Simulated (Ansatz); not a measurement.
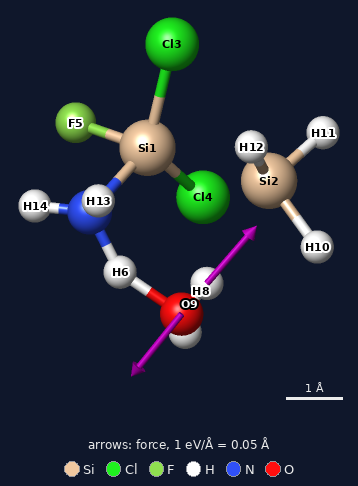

Starting geometry of Si2NH8OCl2F (started from a transition state, displaced along its imaginary mode) with the computed forces as purple arrows. A ball-and-stick model, seen at a tilt.

Computed with RKS PBE0-D4/def2-TZVP in Ansatz 0.2.0. (force threshold 0.005 eV/Å; at most 200 steps)

Question: Is this structure relaxed? If not, where do the atoms go?

Answer: It isn't relaxed: the largest force vector, on the O atom, is 29.97 eV/Å. The final displacements have little in common with the starting forces (cosine between the two patterns −0.07). The largest move after the best rigid fit is that of the F atom, 1.96 Å. Largest moves by element: F 1.96 Å, Cl 1.69 Å, H 1.45 Å, O 0.60 Å, N 0.56 Å, Si 0.45 Å. Among the contacts that change: Cl–Si 3.180 → 3.832 Å, H–O 1.344 → 1.970 Å, Si–Si 2.836 → 2.338 Å, Cl–Si 3.504 → 3.216 Å. New bonds form: Si–Si (2.84 → 2.34 Å). Bond angles that change, for instance: Cl–Si–N 114.0° → 175.0°, Cl–Si–N 121.2° → 86.2°, Cl–Si–Cl 123.3° → 97.3°. The energy falls by 4.378 eV in 39 accepted moves (40 points after the start). Largest force component: 24 eV/Å at the start, 0.0042 eV/Å at the end. The line search rejected the trial step at point 14 of the run. The run took about 110 s of wall time on a shared GPU.
